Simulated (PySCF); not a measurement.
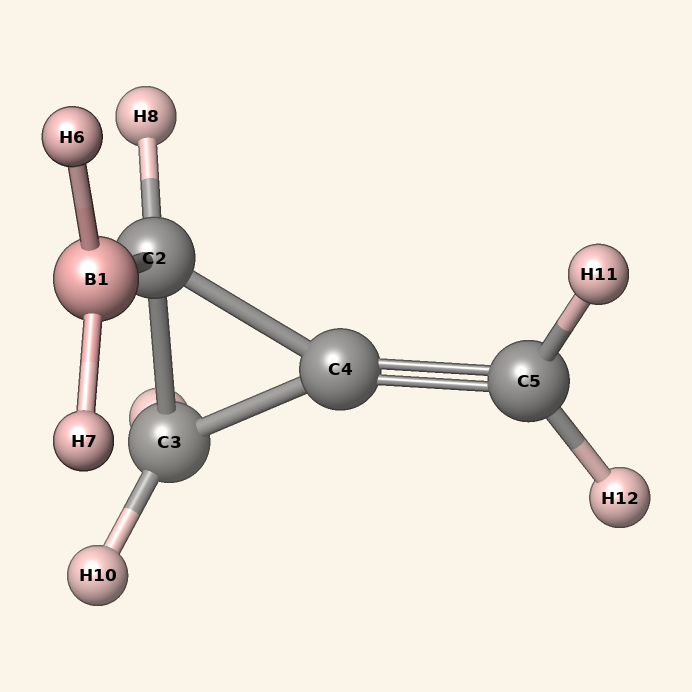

C2 lies behind B1. The molecule seen a little off the B1–C2 bond, B1 in front. Depth is shown by fading: the farther an atom, the more it takes the colour of the background. Computed geometry: PBE0-D3(BJ)/def2-SVP optimisation. No frequency run is at hand to confirm it as a minimum.

> What is the torsion angle H6–B1–C2–C3? The sign is positive where the front bond must turn clockwise to cover the back bond.

−176°, antiperiplanar (anti).
